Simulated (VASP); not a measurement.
# MnTeS: structure and properties in VASP, part 3 of 8

What structure does MnTeS take at this level, and what are its properties? The cell is invented: it takes the structure of a Materials Project entry for TiTeS (space group 156 there), with some of its atoms replaced by other elements, volume scaled by an estimate. It may not be a known or stable phase.

VASP 6.6.1, plane waves and PAW; the level of theory is named at each step.

Still holding for the runs below: The cell holds one magnetic atom, so no antiferromagnetic order fits into it. The k-mesh is coarse for a metal. The bonds form layers, held to each other by dispersion, which PBEsol lacks, so the spacing between them is unreliable.

So far, moment of the cell, from the last line of the log (μB): step 2 (rough relaxation of the start cell) 4.12.

### Step 3. Full relaxation (PBEsol + U) (continued)

Level of this step: PBEsol, DFT+U (Mn d 5.3 eV), spin-polarised from a ferromagnetic start (one magnetic atom a cell); plane waves and PAW (Te, Mn_pv, S); invented cell (VASP).

Spin moment in the PAW sphere by atom:

```tsv
atom	spin moment in the PAW sphere (μB)
Te1	-0.38
Mn2	4.30
S3	-0.21
```

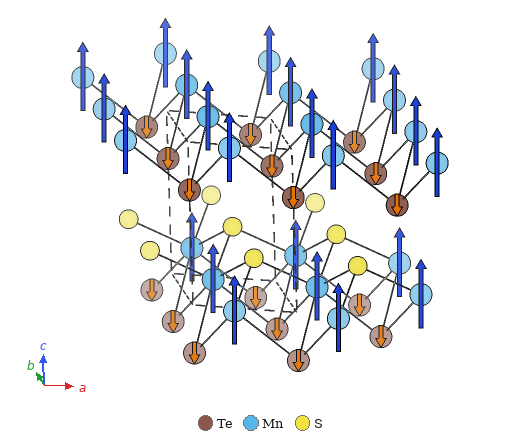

Spin moment in the PAW sphere as arrows, the longest 4.30 μB. Up and down stand for the sign. Arrows give size and sign along the axis of quantisation, drawn up and down the page. Each arrow also spans its atom, so small moments look longer than they are. The two directions have two colours. 2×2×1 cells are drawn. Some periodic images of atoms are drawn too.

It ends with a largest force of 0.006 eV/Å and a pressure of 0.06 GPa.

### Step 4. Second relaxation

A relaxation keeps the plane waves of the cell it began with, so it is repeated from the new cell, on a basis made for it. The mesh changes with the cell too.

INCAR

```
SYSTEM = MnTeS
PREC = Accurate
ENCUT = 400
EDIFF = 1E-06
NELM = 100
ISMEAR = 0
SIGMA = 0.05
LREAL = .FALSE.
ALGO = Normal
GGA = PS
NBANDS = 20
ISPIN = 2
MAGMOM = 0 4 0
LDAU = .TRUE.
LDAUTYPE = 2
LDAUL = -1 2 -1
LDAUU = 0 5.3 0
LDAUJ = 0 0 0
LDAUPRINT = 1
LASPH = .TRUE.
LMAXMIX = 4
LORBIT = 11
LWAVE = .FALSE.
LCHARG = .FALSE.
IBRION = 2
NSW = 60
ISIF = 3
EDIFFG = -0.01
```

POSCAR

```
MnTeS
1.0
    3.6540386966      0.0000000041      0.0000000000
   -1.8270188398      3.1644899259      0.0000000000
    0.0000000000      0.0000000000      5.6837838891
Te Mn S
1 1 1
Direct
    0.0000000000      0.0000000000      0.7044306826
    0.3333333300      0.6666666700      0.0426543318
    0.6666666700      0.3333333300      0.2529139856
```

KPOINTS

```
Automatic mesh
0
Gamma
6 6 4
0 0 0
```

The projector-augmented-wave data sets are Te, Mn_pv and S (PBE family, release 64).

On the command line:

```console
mpirun -np 1 vasp_std
```

Log:

```text
[... set-up lines as in an earlier step ...]
 entering main loop
       N       E                     dE             d eps       ncg     rms          rms(c)
DAV:   1     0.148496669955E+03    0.14850E+03   -0.11593E+04  2160   0.983E+02
DAV:   2    -0.637116775788E+01   -0.15487E+03   -0.14977E+03  2028   0.265E+02
DAV:   3    -0.157835414698E+02   -0.94124E+01   -0.92407E+01  2248   0.681E+01
DAV:   4    -0.159551236537E+02   -0.17158E+00   -0.17135E+00  2224   0.977E+00
DAV:   5    -0.159583105702E+02   -0.31869E-02   -0.31867E-02  2272   0.142E+00    0.151E+01
DAV:   6    -0.174798240340E+02   -0.15215E+01   -0.60122E+01  2068   0.635E+01    0.239E+01
DAV:   7    -0.154096552494E+02    0.20702E+01   -0.16161E+01  2136   0.357E+01    0.820E+00
DAV:   8    -0.157727458020E+02   -0.36309E+00   -0.17601E+00  2544   0.868E+00    0.523E+00
DAV:   9    -0.156545733822E+02    0.11817E+00   -0.88564E-01  2520   0.750E+00    0.340E+00
DAV:  10    -0.157966239524E+02   -0.14205E+00   -0.13543E-01  2304   0.385E+00    0.175E+00
DAV:  11    -0.158203229182E+02   -0.23699E-01   -0.45166E-02  2408   0.173E+00    0.644E-01
DAV:  12    -0.158214484404E+02   -0.11255E-02   -0.79804E-03  2368   0.604E-01    0.216E-01
DAV:  13    -0.158215062412E+02   -0.57801E-04   -0.11497E-03  2112   0.318E-01    0.131E-01
DAV:  14    -0.158215460204E+02   -0.39779E-04   -0.20064E-04  2372   0.117E-01    0.435E-02
DAV:  15    -0.158215431961E+02    0.28244E-05   -0.15897E-05  2200   0.322E-02    0.263E-02
DAV:  16    -0.158215477287E+02   -0.45326E-05   -0.24622E-05  2432   0.410E-02    0.917E-03
DAV:  17    -0.158215478886E+02   -0.15997E-06   -0.12734E-06  1396   0.804E-03
   1 F= -.15821548E+02 E0= -.15820533E+02  d E =-.158215E+02  mag=     3.5417
 curvature:   0.00 expect dE= 0.000E+00 dE for cont linesearch  0.000E+00
 trial: gam= 0.00000 g(F)=  0.162E-03 g(S)=  0.115E-02 ort = 0.000E+00 (trialstep = 0.100E+01)
 search vector abs. value=  0.131E-02
 bond charge predicted
       N       E                     dE             d eps       ncg     rms          rms(c)
DAV:   1    -0.158230600368E+02   -0.15123E-02   -0.11766E-01  2600   0.507E+00    0.385E-01
DAV:   2    -0.158232343618E+02   -0.17433E-03   -0.17517E-02  2080   0.129E+00    0.223E-01
DAV:   3    -0.158229029195E+02    0.33144E-03   -0.71560E-04  2328   0.292E-01    0.127E-01
DAV:   4    -0.158227273552E+02    0.17556E-03   -0.23584E-04  2312   0.139E-01    0.568E-02
DAV:   5    -0.158227233821E+02    0.39731E-05   -0.38462E-05  2220   0.455E-02    0.250E-02
DAV:   6    -0.158227237579E+02   -0.37583E-06   -0.46368E-06  2128   0.202E-02
   2 F= -.15822724E+02 E0= -.15821595E+02  d E =-.117587E-02  mag=     3.5417
[... from here on, the cycles between the ionic steps are left out ...]
   3 F= -.15824776E+02 E0= -.15823776E+02  d E =-.322781E-02  mag=     3.5380
   4 F= -.15824947E+02 E0= -.15823964E+02  d E =-.339892E-02  mag=     3.5245
   5 F= -.15825809E+02 E0= -.15824784E+02  d E =-.861889E-03  mag=     3.5041
   6 F= -.15825855E+02 E0= -.15824754E+02  d E =-.907811E-03  mag=     3.4937
   7 F= -.15826284E+02 E0= -.15824999E+02  d E =-.429157E-03  mag=     3.4986
   8 F= -.15826281E+02 E0= -.15824965E+02  d E =-.426234E-03  mag=     3.5011
   9 F= -.15826581E+02 E0= -.15825245E+02  d E =-.300061E-03  mag=     3.5058
  10 F= -.15827299E+02 E0= -.15826568E+02  d E =-.101774E-02  mag=     3.5206
  11 F= -.15827411E+02 E0= -.15826841E+02  d E =-.112364E-03  mag=     3.5228
  12 F= -.15827424E+02 E0= -.15827007E+02  d E =-.125153E-03  mag=     3.5255
  13 F= -.15827437E+02 E0= -.15826967E+02  d E =-.138423E-03  mag=     3.5244
  14 F= -.15827563E+02 E0= -.15827110E+02  d E =-.125680E-03  mag=     3.5245
  15 F= -.15827833E+02 E0= -.15827426E+02  d E =-.396312E-03  mag=     3.5249
  16 F= -.15827892E+02 E0= -.15827553E+02  d E =-.455034E-03  mag=     3.5259
  17 F= -.15827946E+02 E0= -.15827588E+02  d E =-.508825E-03  mag=     3.5255
  18 F= -.15828050E+02 E0= -.15827692E+02  d E =-.104228E-03  mag=     3.5248
  19 F= -.15828056E+02 E0= -.15827697E+02  d E =-.110014E-03  mag=     3.5247
  20 F= -.15828049E+02 E0= -.15827690E+02  d E =-.103596E-03  mag=     3.5244
  21 F= -.15828055E+02 E0= -.15827696E+02  d E =-.109055E-03  mag=     3.5246
 curvature:  -0.14 expect dE=-0.213E-05 dE for cont linesearch -0.706E-08
 ZBRENT: interpolating
 opt :   1.1051  next Energy=   -15.828055 (dE=-0.109E-03)
 bond charge predicted
       N       E                     dE             d eps       ncg     rms          rms(c)
DAV:   1    -0.158280552817E+02    0.10782E-06   -0.11059E-05  2140   0.459E-02    0.659E-03
DAV:   2    -0.158280549592E+02    0.32249E-06   -0.28094E-06  1696   0.184E-02
  22 F= -.15828055E+02 E0= -.15827697E+02  d E =-.109118E-03  mag=     3.5246
 curvature:  -0.59 expect dE=-0.807E-05 dE for cont linesearch -0.821E-07
 trial: gam=-0.05649 g(F)=  0.784E-05 g(S)=  0.581E-05 ort = 0.642E-05 (trialstep = 0.912E+00)
 search vector abs. value=  0.139E-04
 reached required accuracy - stopping structural energy minimisation
```

Run time: 3.2 min. Hardware: 1 MPI rank of Intel Xeon 6975P-C (Granite Rapids), shared host; peak memory 0.2 GiB.

OUTCAR, selected parts (step 4):

```text
  LATTYP: Found a hexagonal cell.
 ALAT       =     3.6540386966
 C/A-ratio  =     1.5554799391

The static configuration has the point symmetry C_3v.

 Found     24 irreducible k-points:

   k-points           NKPTS =     24   k-points in BZ     NKDIM =     24   number of bands    NBANDS=     20

   ENCUT  =  400.0 eV  29.40 Ry    5.42 a.u.   5.96  5.96  9.27*2*pi/ulx,y,z

   NELECT =      25.0000    total number of electrons

atom =   2  type =  2  l = 2

 onsite density matrix

spin component  1

  0.9200 -0.0000 -0.0000  0.0197  0.0000
 -0.0000  0.9000 -0.0000  0.0000  0.0197
 -0.0000 -0.0000  0.9292 -0.0000 -0.0000
  0.0197  0.0000 -0.0000  0.9000  0.0000
  0.0000  0.0197 -0.0000  0.0000  0.9200

spin component  2

  0.0642  0.0000 -0.0000 -0.0519  0.0000
  0.0000  0.0950  0.0000  0.0000 -0.0519
 -0.0000  0.0000  0.0271  0.0000 -0.0000
 -0.0519  0.0000  0.0000  0.0950 -0.0000
  0.0000 -0.0519 -0.0000 -0.0000  0.0642

 occupancies and eigenvectors

  o =  0.0254  v =  0.0000  0.0000  0.0000  0.0000  0.0000 -0.3471  0.5393  0.0000 -0.2592  0.7222      0.0000  0.0000  0.0000  0.0000  0.0000  0.0000  0.0000  0.0000  0.0000  0.0000
  o =  0.0254  v =  0.0000  0.0000  0.0000  0.0000  0.0000 -0.7222 -0.2592 -0.0000 -0.5393 -0.3471      0.0000  0.0000  0.0000  0.0000  0.0000  0.0000  0.0000  0.0000  0.0000  0.0000
  o =  0.0271  v =  0.0000  0.0000  0.0000  0.0000  0.0000  0.0000  0.0000 -1.0000  0.0000  0.0000      0.0000  0.0000  0.0000  0.0000  0.0000  0.0000  0.0000  0.0000  0.0000  0.0000
  o =  0.1338  v =  0.0000  0.0000  0.0000  0.0000  0.0000  0.2592  0.7222  0.0000 -0.3471 -0.5393      0.0000  0.0000  0.0000  0.0000  0.0000  0.0000  0.0000  0.0000  0.0000  0.0000
  o =  0.1338  v =  0.0000  0.0000  0.0000  0.0000  0.0000 -0.5393  0.3471  0.0000  0.7222 -0.2592      0.0000  0.0000  0.0000  0.0000  0.0000  0.0000  0.0000  0.0000  0.0000  0.0000
  o =  0.8879  v = -0.2264 -0.7685  0.0000  0.3693  0.4710  0.0000  0.0000  0.0000  0.0000  0.0000      0.0000  0.0000  0.0000  0.0000  0.0000  0.0000  0.0000  0.0000  0.0000  0.0000
  o =  0.8879  v = -0.4710  0.3693 -0.0000  0.7684 -0.2264  0.0000  0.0000  0.0000  0.0000  0.0000      0.0000  0.0000  0.0000  0.0000  0.0000  0.0000  0.0000  0.0000  0.0000  0.0000
  o =  0.9292  v = -0.0000 -0.0000 -1.0000 -0.0000 -0.0000  0.0000  0.0000  0.0000  0.0000  0.0000      0.0000  0.0000  0.0000  0.0000  0.0000  0.0000  0.0000  0.0000  0.0000  0.0000
  o =  0.9321  v =  0.3693 -0.4710  0.0000  0.2264 -0.7684  0.0000  0.0000  0.0000  0.0000  0.0000      0.0000  0.0000  0.0000  0.0000  0.0000  0.0000  0.0000  0.0000  0.0000  0.0000
  o =  0.9321  v =  0.7684  0.2264 -0.0001  0.4710  0.3693  0.0000  0.0000  0.0000  0.0000  0.0000      0.0000  0.0000  0.0000  0.0000  0.0000  0.0000  0.0000  0.0000  0.0000  0.0000

 E-fermi :   6.1778

 spin component 1
 k-point     1 :       0.0000    0.0000    0.0000
  band No.  band energies     occupation
    ...
      9       1.3559      1.00000
     10       1.3559      1.00000
     11       2.2226      1.00000
     12       6.0638      0.99937
     13       6.0638      0.99937
     14       7.5612      0.00000
     15       7.5612      0.00000
     16       7.7310      0.00000
     17      10.1080      0.00000
     18      12.1507      0.00000
    ...

 k-point     2 :       0.1667   -0.0000    0.0000
  band No.  band energies     occupation
    ...
     10       1.3679      1.00000
     11       2.2825      1.00000
     12       4.5185      1.00000
     13       5.4540      1.00000
     14       6.1210      0.94574
     15       7.6757      0.00000
     16       7.7417      0.00000
     17      11.1688      0.00000
     18      12.4937      0.00000
     19      13.6284      0.00000
    ...

 k-point     3 :       0.3333   -0.0000    0.0000
  band No.  band energies     occupation
    ...
     10       1.4524      1.00000
     11       2.4482      1.00000
     12       2.9664      1.00000
     13       4.2852      1.00000
     14       4.5282      1.00000
     15       6.6665      0.00000
     16       7.6442      0.00000
     17      10.8096      0.00000
     18      12.1594      0.00000
     19      12.7389      0.00000
    ...

 k-point     4 :       0.5000   -0.0000    0.0000
  band No.  band energies     occupation
    ...
     11       2.6502      1.00000
     12       3.0157      1.00000
     13       3.4056      1.00000
     14       4.1025      1.00000
     15       5.6474      1.00000
     16       7.5876      0.00000
     17      10.5007      0.00000
     18      11.6553      0.00000
     19      12.3668      0.00000
     20      13.2947      0.00000

  Total       -0.0125424     -0.0125424      0.0068236     -0.0000000      0.0000000      0.0000000
  in kB       -0.3083278     -0.3083277      0.1677422     -0.0000001      0.0000000      0.0000000
  external PRESSURE =      -0.1496378 kB  Pullay stress =       0.0000000 kB

  energy-cutoff  :      400.00
  volume of cell :       65.17
      direct lattice vectors                 reciprocal lattice vectors
     3.730580749  0.000000017  0.000000000     0.268054779  0.154761476 -0.000000000
    -1.865289845  3.230777256  0.000000000    -0.000000001  0.309523040 -0.000000000
    -0.000000000  0.000000000  5.407496600    -0.000000000 -0.000000000  0.184928457

 POSITION                                       TOTAL-FORCE (eV/Angst)
 -----------------------------------------------------------------------------------
     -0.00000      0.00000      3.79649        -0.000000      0.000000      0.008666
      0.00000      2.15385      0.22069         0.000000     -0.000000     -0.009327
      1.86529      1.07693      1.39032        -0.000000      0.000000      0.000660
 -----------------------------------------------------------------------------------
    total drift:                                0.000004     -0.000003     -0.001326

  FREE ENERGIE OF THE ION-ELECTRON SYSTEM (eV)
  ---------------------------------------------------
  free  energy   TOTEN  =       -15.8280549592 eV

  energy  without entropy=      -15.8273381502  energy(sigma->0) =      -15.82769655

 total charge
# of ion       s       p       d       tot
------------------------------------------
    1        1.419   1.848   0.039   3.306
    2        0.277   6.239   4.894  11.410
    3        1.350   2.321   0.000   3.670
--------------------------------------------------
tot          3.046  10.407   4.933  18.387

 magnetization (x)
# of ion       s       p       d       tot
------------------------------------------
    1       -0.006  -0.409  -0.001  -0.415
    2        0.040   0.036   4.215   4.291
    3       -0.003  -0.200   0.000  -0.202
--------------------------------------------------
tot          0.032  -0.573   4.214   3.673

[... 3 parts as in an earlier step ...]

[... 11 further parts left out ...]
```

CONTCAR:

```
MnTeS
   1.00000000000000
     3.7305807491673777    0.0000000167177246    0.0000000000000000
    -1.8652898445791222    3.2307772556219825    0.0000000000000000
    -0.0000000000000001    0.0000000000000002    5.4074965998697415
  Te              Mn              S
     1     1     1
Direct
     0.0000000000000000    0.0000000000000000    0.7020784952836330
     0.3333333300000021    0.6666666699999979    0.0408115016855298
     0.6666666699999979    0.3333333300000021    0.2571090030308397
```

The steps of the relaxation:

```tsv
step	energy less that of the first step (eV)	largest force (eV/Å)	pressure (GPa)	volume (Å³)
1	0.0000	0.0451	0.01	65.72
2	-0.0012	0.0179	-0.03	65.74
3	-0.0032	0.0640	-0.09	65.78
4	-0.0034	0.0818	-0.16	65.79
5	-0.0043	0.0613	0.06	65.49
6	-0.0043	0.0596	0.20	65.33
7	-0.0047	0.0329	-0.04	65.51
8	-0.0047	0.0367	-0.11	65.54
9	-0.0050	0.0301	-0.08	65.40
10	-0.0058	0.0322	0.11	64.96
11	-0.0059	0.0429	0.10	64.93
12	-0.0059	0.0564	0.10	64.89
13	-0.0059	0.0502	0.10	64.91
14	-0.0060	0.0473	0.06	64.95
15	-0.0063	0.0367	-0.05	65.09
16	-0.0063	0.0211	-0.18	65.38
17	-0.0064	0.0245	-0.13	65.28
18	-0.0065	0.0120	-0.02	65.20
19	-0.0065	0.0107	-0.02	65.18
20	-0.0065	0.0129	0.04	65.15
21	-0.0065	0.0107	-0.01	65.17
22	-0.0065	0.0093	-0.01	65.17
```

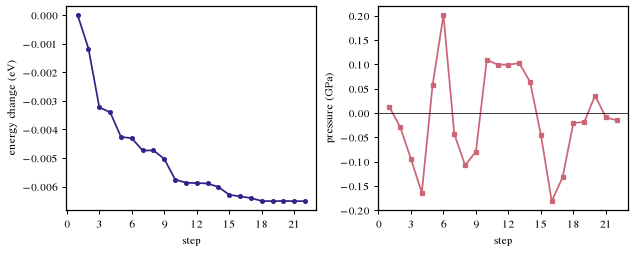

Energy and pressure along the relaxation.

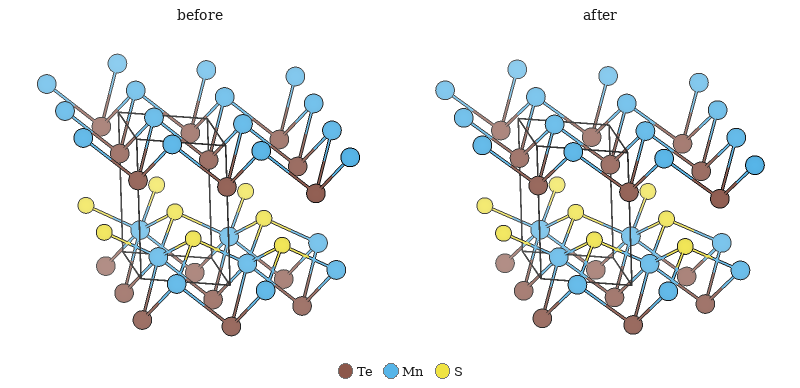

The structure before and after the relaxation, drawn at the same scale.

```tsv
conventional cell, symmetrised	before	after	change
a (Å)	3.654	3.731	+2.1 %
b (Å)	3.654	3.731	+2.1 %
c (Å)	5.684	5.407	-4.9 %
volume (Å³/atom)	21.91	21.72	-0.8 %
```

The atoms that moved most (Å, as changes of fractional coordinates times the final cell):

```tsv
atom	dx	dy	dz	length
S3	0.000	0.000	0.023	0.023
Te1	0.000	0.000	-0.013	0.013
Mn2	0.000	0.000	-0.010	0.010
```

The relaxed structure:

```xyz
3
Lattice="3.7306 0.0000 0.0000 -1.8653 3.2308 0.0000 0.0000 0.0000 5.4075" Properties=species:S:1:pos:R:3 pbc="T T T"
Te    0.0000    0.0000    3.7965
Mn    0.0000    2.1539    0.2207
S     1.8653    1.0769    1.3903
```

This step gave:

```yaml
irreducible_k_points: 24
free_energy_toten: -15.83 eV
energy_at_zero_smearing: -15.83 eV
fermi_energy: 6.178 eV
pressure: -0.01496 GPa
moment_of_the_cell_from_the_last_line_of_the_log: 3.525 μB
scf_cycles_over_all_ionic_steps: 144
```

Spin moment in the PAW sphere by atom:

```tsv
atom	spin moment in the PAW sphere (μB)
Te1	-0.41
Mn2	4.29
S3	-0.20
```

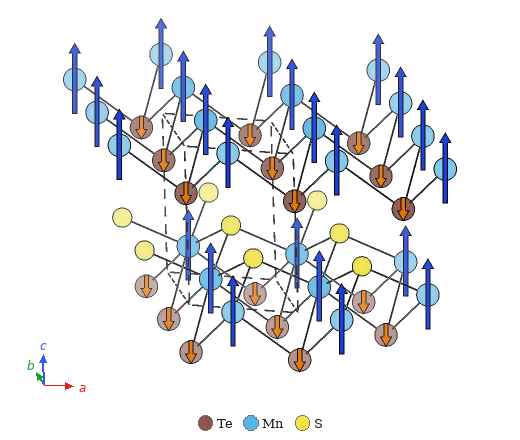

Spin moment in the PAW sphere as arrows, the longest 4.29 μB. Up and down stand for the sign. Arrows give size and sign along the axis of quantisation, drawn up and down the page. Each arrow also spans its atom, so small moments look longer than they are. The two directions have two colours. 2×2×1 cells are drawn. Some periodic images of atoms are drawn too.

It ends with a largest force of 0.009 eV/Å and a pressure of -0.01 GPa.

(Part 3 of 8 ends here.)

[Lines on the potential files, build, host, timing and source positions are cut from VASP's logs without a mark.]

[Logs are printed without paths, hosts, clocks, repeated set-up lines and the standing remarks that a program may print on its own settings, such as how far it seeks lower states.]

[Hosts, paths, dates, database ids (printed as entryN), source tags and the programs' standing remarks are cut or masked in the printed files.]

[A measured line is paired with the nearest computed mode of its activity, which favours agreement.]

[In band tables of VASP the shares of atoms and orbitals are scaled to a sum of 1 inside the atoms' spheres.]
